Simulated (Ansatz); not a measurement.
**GeP₂H+ (triplet): one geometry, many settings**

What do other methods and options give for GeP₂H+ (triplet) at this geometry, and how long do they take?

Computed with Ansatz 0.2.0, Gaussian basis. Level: the settings change from run to run.

32 further runs of the same task are left out: 5 for a known fault of the program, 11 that didn't finish, 16 set aside as unsound or not needed.

**1. The geometry**

The geometry is a PBE0/def2-TZVP stationary point (not a proven minimum) of the parent state, kept for this charge and spin. No spin-orbit coupling is included. The filled d shell of Ge may be among the frozen orbitals whatever the setting's name suggests; the logs give the count.

4 atoms, charge 1, spin multiplicity 3.

Atoms are counted from 1 here; the program's logs count them from 0.

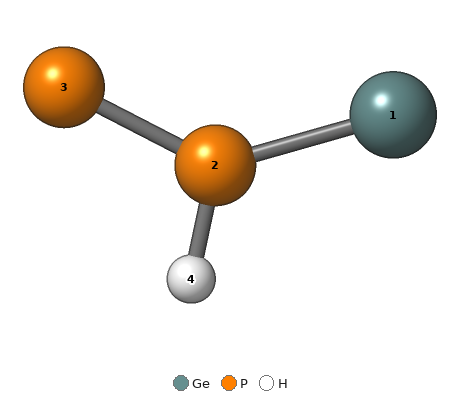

The structure; germanium teal, phosphorus orange, hydrogen white; atoms are numbered from 1 in the order of the file.

Coordinates:

```xyz
4
charge 1, multiplicity 3
Ge    0.0000   -0.1191    1.4243
P     0.0000    0.5579   -0.7219
P     0.0000   -0.3421   -2.5866
H     0.0000    1.9517   -0.9790
```

**2. CISD/cc-pVDZ**

Contents of in.yaml:

```yaml
crystal:
  periodic: [false, false, false]
  atoms:
    - {symbol: Ge, position_ang: [0.000000, -0.119118, 1.424328]}
    - {symbol: P, position_ang: [0.000000, 0.557898, -0.721905]}
    - {symbol: P, position_ang: [0.000000, -0.342056, -2.586585]}
    - {symbol: H, position_ang: [0.000000, 1.951740, -0.979040]}
basis:
  gaussian: {orbitals: cc-pVDZ, point_charges: [{charge: 1.00, position_ang: [4.171, 0.366, -0.445]}]}
total_charge: 1
magnetization: {spin_polarized: false, initial_magnetization: 2}
correlation: {active_space: {ras: {orbitals: [6, 2, 36], electrons: 14, max_holes: 2, max_particles: 2}, fixed_orbitals: true}}
scf: {lower_state_search: off}
```

Started as:

```sh
> ansatz run in.yaml --threads 1 --pin off --events-out ev --progress --plain --max-ram 2393MiB
```

Output:

```text
Functional definition: HF
  name "HF"
  cite "Fock, Z. Phys. 61, 126 (1930) doi:10.1007/BF01340294"
  parent pbe
  exchange = exact_x
  correlation = 0
these checks for a lower state are left out or cut short: stability, starts, cluster_reference, orbital_swaps, neighbouring_geometries, increment
757 factors; integrals over basis functions are off by at most 1.3e-3 eV
mean field evaluation 1: about -75017.8682 eV, gradient 2.0e1 eV
mean field evaluation 2: about -75017.8754 eV, gradient 2.0e1 eV
mean field evaluation 4: about -75020.1508 eV, gradient 1.1e1 eV
mean field evaluation 8: about -75021.1386 eV, gradient 4.4e-1 eV
mean field -75021.14256185 eV, -2756.9761379911 hartree, gradient 2.8e-6 eV, S^2 2.000000; 0 other end points of the search recorded, 0 dependent functions left out
reference -75021.14256185 eV, -2756.9761379911 hartree; 32, 30 occupied and 36, 38 virtual orbitals, 757 factors
state -75028.40837042 eV, -2757.2431515313 hartree
Total energy: -75028.40837042 eV, -2757.2431515313 hartree
Checks for a lower state left out: stability, starts, cluster_reference, orbital_swaps, neighbouring_geometries, increment
```

Run time: 6.5 s. Hardware: 1 thread of Arm Neoverse V2, shared host.

From the report: 403,696 determinants.

**3. BCCD(T)/6-31G**

Contents of in.yaml:

```yaml
crystal:
  periodic: [false, false, false]
  atoms:
    - {symbol: Ge, position_ang: [0.000000, -0.119118, 1.424328]}
    - {symbol: P, position_ang: [0.000000, 0.557898, -0.721905]}
    - {symbol: P, position_ang: [0.000000, -0.342056, -2.586585]}
    - {symbol: H, position_ang: [0.000000, 1.951740, -0.979040]}
basis:
  gaussian: {orbitals: 6-31G}
total_charge: 1
magnetization: {spin_polarized: true, initial_magnetization: 2}
hamiltonian: {xc: {name: PBE}}
correlation: {method: bccd_t, electrons: valence}
```

The command is unchanged.

Output, cut to the lines that bear on the results:

```text
Functional definition: PBE
  name "PBE"
  cite "Perdew, Burke & Ernzerhof, Phys. Rev. Lett. 77, 3865 (1996) doi:10.1103/PhysRevLett.77.3865"
  parent pbe
[...]
562 factors; integrals over basis functions are off by at most 3.3e-4 eV
[...]
mean field -75073.51187925 eV, -2758.9006749085 hartree, gradient 3.9e-6 eV, S^2 2.023534; 8 other end points of the search recorded, 0 dependent functions left out
19 core orbitals not correlated: weight in the atoms' cores, before any rotation towards them, 1.000 or more for the frozen orbitals, at most 0.000 for the correlated occupied ones
reference -75012.35452209 eV, -2756.6531834868 hartree; 13, 11 occupied and 25, 27 virtual orbitals, 562 factors
second order -8.22491086 eV of doubles, -0.51339439 eV of singles
cycle   1  -8.42151635 eV  change    3.1e-1 eV  update   9.9e-2
[...]
cycle  13  -8.80479515 eV  change   -2.4e-5 eV  update   2.8e-5
perturbative correction -0.20388820 eV, -0.0074927532 hartree
Total energy: -75021.36320544 eV, -2756.9842464937 hartree
```

It took 12 s on 1 thread of Arm Neoverse V2, shared host.

From the report: ⟨S²⟩ of the determinant 2.024 (pure triplet: 2.00); correlation -9.0087 eV; largest double amplitude 0.13.

**4. BCCD(T) on UHF/cc-pVDZ**

Changes to in.yaml since step 3:

```diff
@@ -8,6 +8,5 @@
 basis:
-  gaussian: {orbitals: 6-31G}
+  gaussian: {orbitals: cc-pVDZ}
 total_charge: 1
 magnetization: {spin_polarized: true, initial_magnetization: 2}
-hamiltonian: {xc: {name: PBE}}
-correlation: {method: bccd_t, electrons: valence}
+correlation: {method: bccd_t, electrons: outside_noble_gas}
```

Launched as before.

Output, cut to the lines that bear on the results:

```text
Functional definition: HF
  name "HF"
  cite "Fock, Z. Phys. 61, 126 (1930) doi:10.1007/BF01340294"
  parent pbe
[...]
757 factors; integrals over basis functions are off by at most 1.3e-3 eV
[...]
mean field -75024.56931505 eV, -2757.1020688484 hartree, gradient 2.2e-6 eV, S^2 2.362378; 22 other end points of the search recorded, 0 dependent functions left out
determinant -75024.56931505 eV, -2757.1020688484 hartree, with singles and doubles -75032.43748103 eV, -2757.3912186150 hartree
determinant -75024.22557512 eV, -2757.0894366392 hartree, with singles and doubles -75031.99581590 eV, -2757.3749877208 hartree
determinant -75023.17246814 eV, -2757.0507356712 hartree, with singles and doubles -75030.35118534 eV, -2757.3145486626 hartree
determinant -75022.30128151 eV, -2757.0187201533 hartree, with singles and doubles -75030.90316031 eV, -2757.3348333685 hartree
[...]
determinant -75021.25695372 eV, -2756.9803418148 hartree, with singles and doubles -75029.85317138 eV, -2757.2962469872 hartree
determinant -75024.56931505 eV, -2757.1020688484 hartree, with singles and doubles -75032.44415242 eV, -2757.3914637840 hartree
determinant -75024.22557512 eV, -2757.0894366392 hartree, with singles and doubles -75032.02042044 eV, -2757.3758919212 hartree
24 core orbitals not correlated: weight in the atoms' cores, before any rotation towards them, 1.000 or more for the frozen orbitals, at most 0.000 for the correlated occupied ones
reference -75024.56931505 eV, -2757.1020688484 hartree; 8, 6 occupied and 36, 38 virtual orbitals, 757 factors
second order -6.43456467 eV of doubles, -0.00000000 eV of singles
cycle   1  -7.85448390 eV  change    2.0e-2 eV  update   2.4e-2
[...]
cycle  13  -7.84509097 eV  change    4.1e-6 eV  update   1.1e-5
perturbative correction -0.38688327 eV, -0.0142176978 hartree
Total energy: -75032.80128928 eV, -2757.4045883218 hartree
```

Wall time 50 s (1 thread of Arm Neoverse V2, shared host).

From the report: ⟨S²⟩ of the determinant 2.362 (pure triplet: 2.00); correlation -8.2320 eV; largest double amplitude 0.10.

**5. CISD/6-31G**

Changes to in.yaml since step 4:

```diff
@@ -8,5 +8,6 @@
 basis:
-  gaussian: {orbitals: cc-pVDZ}
+  gaussian: {orbitals: 6-31G}
 total_charge: 1
-magnetization: {spin_polarized: true, initial_magnetization: 2}
-correlation: {method: bccd_t, electrons: outside_noble_gas}
+magnetization: {spin_polarized: false, initial_magnetization: 2}
+correlation: {active_space: {ras: {orbitals: [11, 2, 25], electrons: 24, max_holes: 2, max_particles: 2}, fixed_orbitals: true}}
+output: {forces: true}
```

Same command.

Output, cut to the lines that bear on the results:

```text
Functional definition: HF
  name "HF"
  cite "Fock, Z. Phys. 61, 126 (1930) doi:10.1007/BF01340294"
  parent pbe
[...]
562 factors; integrals over basis functions are off by at most 3.3e-4 eV
[...]
mean field -75013.06130577 eV, -2756.6791573079 hartree, gradient 3.0e-6 eV, S^2 2.000000; 11 other end points of the search recorded, 0 dependent functions left out
reference -75013.06130577 eV, -2756.6791573079 hartree; 32, 30 occupied and 25, 27 virtual orbitals, 562 factors
state -75020.35032106 eV, -2756.9470236790 hartree
[...]
Total energy: -75020.35032106 eV, -2756.9470236790 hartree
Atom 0 at     0.000000    -0.119118     1.424328 Å, force    -0.000000    -0.146537     0.643468 eV/Å
Atom 1 at     0.000000     0.557898    -0.721905 Å, force     0.000000     1.668938     2.197724 eV/Å
Atom 2 at     0.000000    -0.342056    -2.586585 Å, force    -0.000000    -1.830023    -3.232465 eV/Å
Atom 3 at     0.000000     1.951740    -0.979040 Å, force    -0.000000     0.307622     0.391273 eV/Å
Dipole moment:     0.000000     0.116647     0.336729 e Å
```

Run time: 54 s. Hardware: 1 thread of Arm Neoverse V2, shared host.

From the report: 321,848 determinants.

**6. CCSDT on UHF/STO-3G**

Contents of in.yaml:

```yaml
crystal:
  periodic: [false, false, false]
  atoms:
    - {symbol: Ge, position_ang: [0.000000, -0.119118, 1.424328]}
    - {symbol: P, position_ang: [0.000000, 0.557898, -0.721905]}
    - {symbol: P, position_ang: [0.000000, -0.342056, -2.586585]}
    - {symbol: H, position_ang: [0.000000, 1.951740, -0.979040]}
basis:
  gaussian: {orbitals: STO-3G}
total_charge: 1
magnetization: {spin_polarized: true, initial_magnetization: 2}
hamiltonian: {pseudopotentials: {relativity: scalar}}
correlation: {method: ccsdt, electrons: all}
accuracy: high
scf: {omitted_lower_state_checks: [cluster_reference]}
```

Launched as before.

Output, cut to the lines that bear on the results:

```text
Functional definition: HF
  name "HF"
  cite "Fock, Z. Phys. 61, 126 (1930) doi:10.1007/BF01340294"
  parent pbe
[...]
582 factors; integrals over basis functions are off by at most 4.0e-8 eV
[...]
mean field -74668.54987561 eV, -2744.0185957678 hartree, gradient 1.4e-8 eV, S^2 2.597313; 11 other end points of the search recorded, 0 dependent functions left out
reference -74668.54987561 eV, -2744.0185957678 hartree; 32, 30 occupied and 5, 7 virtual orbitals, 582 factors
second order -1.80370285 eV of doubles, -0.00000000 eV of singles
cycle   1  -2.23510282 eV  change   -4.3e-1 eV  update   9.2e-2
[...]
cycle  67  -2.99613357 eV  change    1.1e-9 eV  update   7.3e-9
Total energy: -74671.54600918 eV, -2744.1287016455 hartree
Relativity: scalar
Checks for a lower state left out: cluster_reference
```

It took 1.7 min on 1 thread of Arm Neoverse V2, shared host; peak memory 0.8 GiB.

From the report: ⟨S²⟩ of the determinant 2.597 (pure triplet: 2.00); correlation -2.9961 eV; T1 0.027; largest double amplitude 0.23. The determinant is far from a pure spin state, so its energy mixes those of several spin states (harmless only where they are near-degenerate, as at dissociation).

**7. All runs side by side**

Where basis and cores are those of an earlier RCCSDT(Q)/cc-pVDZ run (-75032.8915 eV), and the state is the same kind, the miss against it is given.

```tsv
level	correlated	functions	energy (eV)	from RCCSDT(Q) (meV)	time
CISD/cc-pVDZ (beside a point charge)	outside noble gas	68	-75028.4084		6.5 s
BCCD(T)/6-31G (on PBE orbitals)	valence	57	-75021.3632		12 s
BCCD(T) on UHF/cc-pVDZ	outside noble gas	68	-75032.8013	90.2	50 s
CISD/6-31G	valence	57	-75020.3503		54 s
CCSDT on UHF/STO-3G (relativity set)	all	37	-74671.5460		1.7 min
```

**8. Summary of results**

| quantity | value |
| --- | --- |
| runs | 5 |
| quickest | CISD/cc-pVDZ (beside a point charge), 6.5 s |
| slowest | CCSDT on UHF/STO-3G (relativity set), 1.7 min |

**Reading.** Total energies in different bases, with other cores or another treatment of relativity can't be set against each other. CCSDT on UHF/STO-3G (relativity set) took 15 times as long as CISD/cc-pVDZ (beside a point charge); the jobs differ in more than the method.
